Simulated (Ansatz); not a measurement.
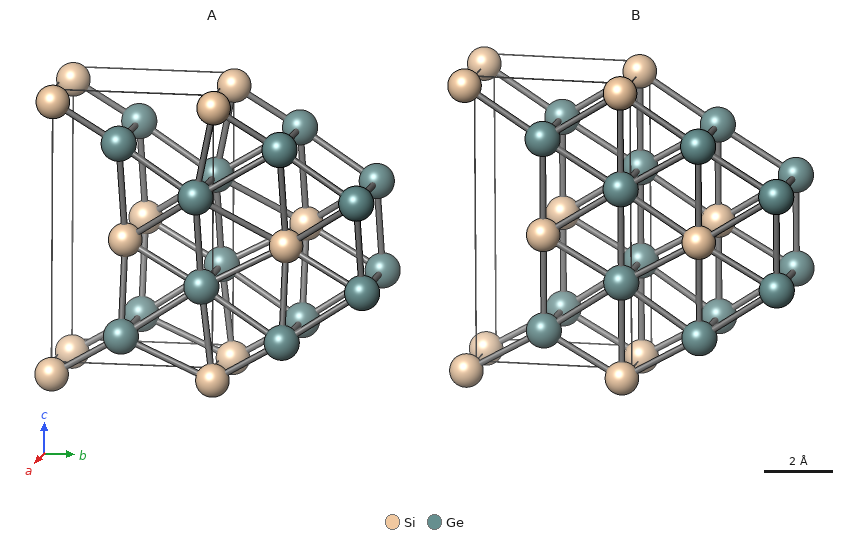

Two geometries of solid SiGe2 (a generated structure, set up in P1) (coarse preliminary run), drawn at one scale. One is the start of a relaxation, the other its converged end. A ball-and-stick model of the cell of the calculation, repeated 2 × 2 × 1 with one cell outlined, seen slightly off an axis.

These are results of DFT PBE, scalar-relativistic, plane waves, PAW in Ansatz 0.2.0, not measurements. (plane-wave cutoff 420 eV; k-point mesh 8 × 4 × 4; occupations gaussian; smearing width 0.2 eV; no spin polarisation; cell and atoms relaxed; force threshold 0.025 eV/Å; at most 60 steps)

**Which of the two is the end point?**

Structure B is the relaxed one. The energy falls by 0.783 eV per cell of the calculation in 12 accepted moves (14 points after the start). The largest force component goes from 2.6 to 0.009 eV/Å. The pressure goes from 5.33 to 0.04 GPa. The line search rejected the trial step at point 3 of the run. At 1 point the geometry stayed and the basis and grid were re-selected for the new cell (energy shift of 0.9 meV per cell of the calculation at most each time). A Si atom moves most relative to the cell: 0.38 Å roughly along [−1 −1 0]. Largest moves by element: Si 0.38 Å, Ge 0.23 Å. The volume changes by +2.3 %, with a 2.629 → 2.647 Å (+0.7 %), b 4.841 → 4.692 Å (−3.1 %), c 8.259 → 8.657 Å (+4.8 %), α 89.0° → 90.0°, β 91.1° → 90.0°, γ 91.2° → 90.0°. Some distances before and after: Ge–Si 2.299 → 2.785 Å, Ge–Si 3.180 → 2.785 Å, Ge–Ge 2.488 → 2.838 Å, Ge–Si 2.999 → 2.700 Å. Bond angles that change, for instance: Ge–Si–Ge 161.8° → 177.0°, Si–Ge–Ge 165.3° → 178.4°, Si–Ge–Ge 81.0° → 90.0°. The space group (tolerance 0.01 Å) goes from P1 (No. 1) to Pmma (No. 51). The run took 7 min on 1 thread of Arm Neoverse V1, with other jobs on the host, peak memory 0.47 GiB.
